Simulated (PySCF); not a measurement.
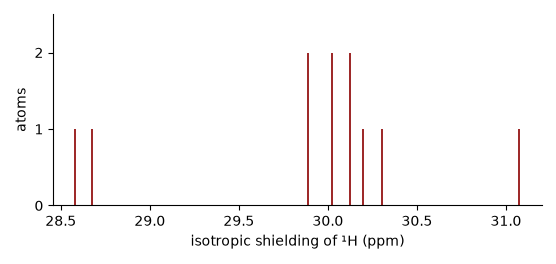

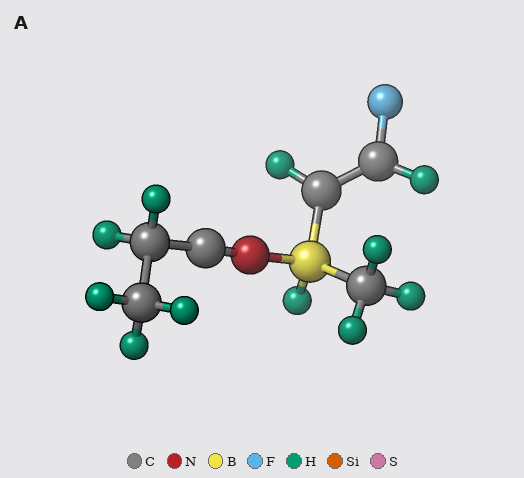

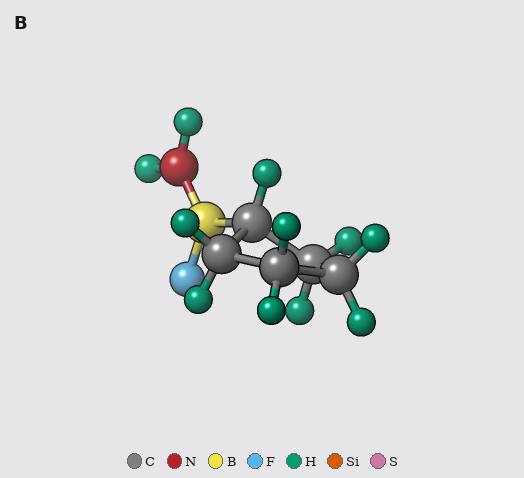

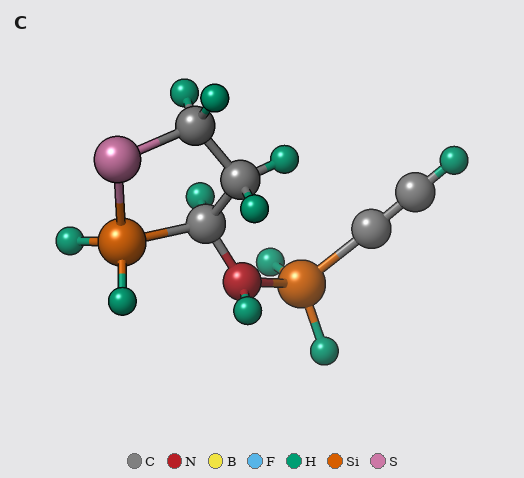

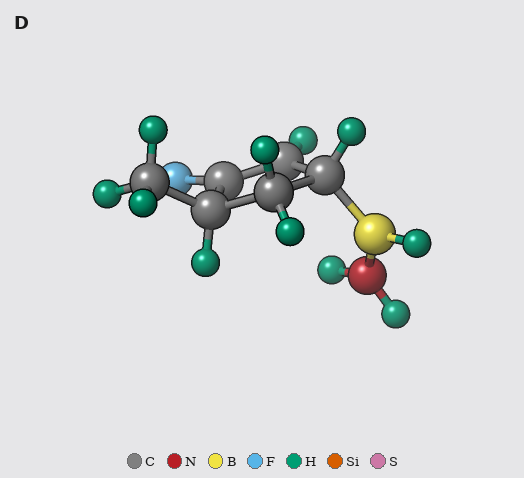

The sticks are computed shieldings of one of the molecules, for one fixed geometry (GFN2-xTB) without averaging over rotations. Low shielding means a high chemical shift. Method: GIAO PBE0/pcSseg-1 NMR shielding, non-relativistic, gas phase (PySCF 2.14.0).

Match the spectrum to a structure.

B, `NB(F)C1CCCC1`. Its 11 H atoms give lines at 28.58, 28.68, 29.89 (2 atoms), 30.02 (2 atoms), 30.13 (2 atoms), 30.20, 30.31, 31.08 ppm.

The geometry is semi-empirical. Around B, Si such bond lengths and angles can be off by a tenth of an ångström or more and by several degrees, and values that hang on the shape move with them.
